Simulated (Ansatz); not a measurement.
## Electronic structure of CH₈OSi₂ in real space

```xyz
12

Si   -0.0294    0.0380    0.0755
O     0.0483   -0.3920    1.6822
C    -1.1307   -0.4359    2.4578
H    -1.8418   -1.1798    2.0709
H    -0.8567   -0.7170    3.4792
H    -1.6314    0.5426    2.4889
Si    2.1503    0.0040   -0.7538
H     2.7391   -1.3618   -0.6513
H     2.1306    0.4021   -2.1930
H     3.0200    0.9609   -0.0118
H    -0.6298    1.4023   -0.0777
H    -0.9062   -0.9073   -0.6877
```

Level of theory: Ansatz 0.2.0, RKS PBE0-D4/6-31G*.

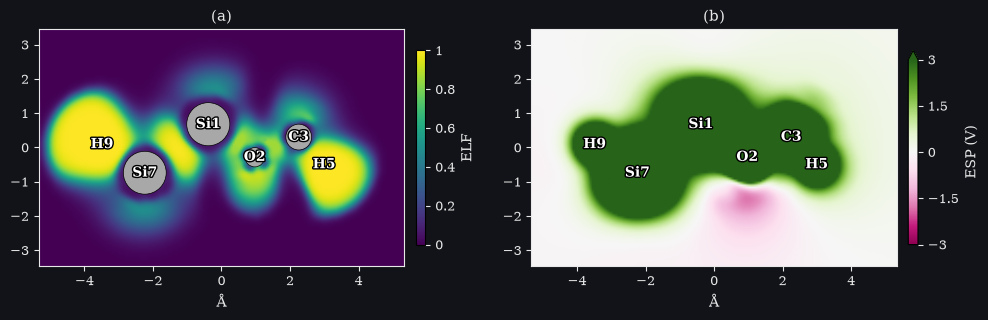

Figure 1. (a) electron localisation function; (b) electrostatic potential on the plane of atoms Si1, Si7 and H9. Grey discs cover the atomic cores in the ELF map.

Q: Interpret the plot.

A: Atoms in the plane: Si, O, C and H.
C–O (1.41 Å): the ELF peaks at about 0.85 between the atoms: a shared but strongly polarised pair.
Si–O (1.67 Å): the ELF peaks at about 0.85 between the atoms (a polar covalent bond).
Si–Si (2.33 Å): the ELF peaks at about 1 between the atoms; a covalent bond.
C–H (1.09 Å): the ELF climbs to about 1 towards the hydrogen, as it does in any bond to H: an ordinary covalent bond to hydrogen.
Si–H (1.49 Å): the ELF climbs to about 1 towards the hydrogen.
The ELF also peaks beside O2, away from the bonds: lone-pair regions.
Outside the dense part of the molecule the potential is most negative (−1.8 V) near O2.

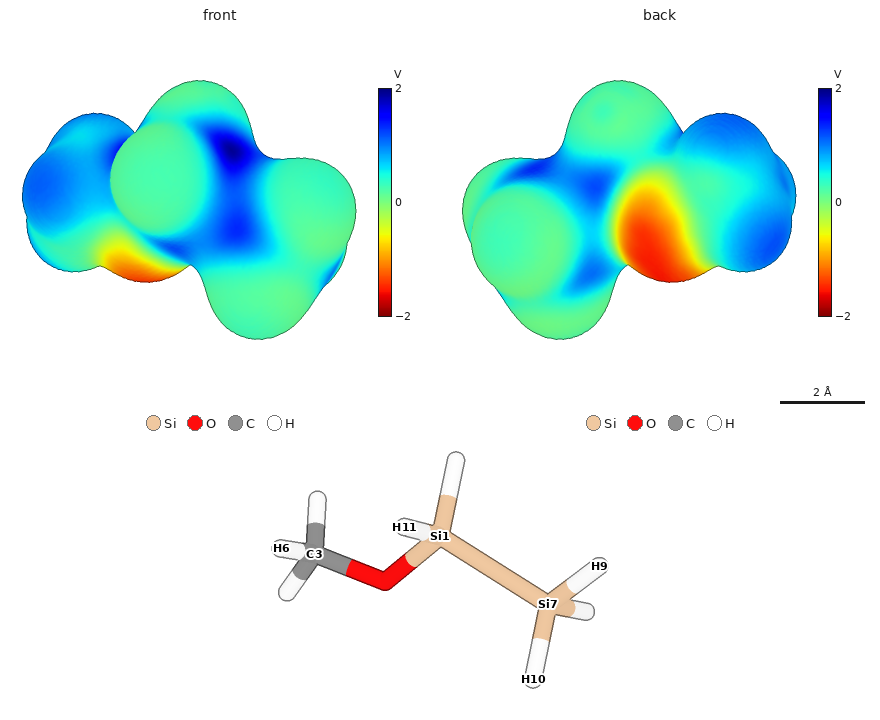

Figure 2. The electrostatic potential painted on the density surface at 0.004 e/bohr³, seen from the front and from behind; the colour scale runs from red (negative) to blue (positive). The bare structure is drawn below in the same view.

Q: Describe the electrostatic potential map.

A: The most negative region (about −1.5 V) lies over O2, the most positive (about +1.7 V) over Si1. O2 is the likeliest acceptor of a hydrogen bond.
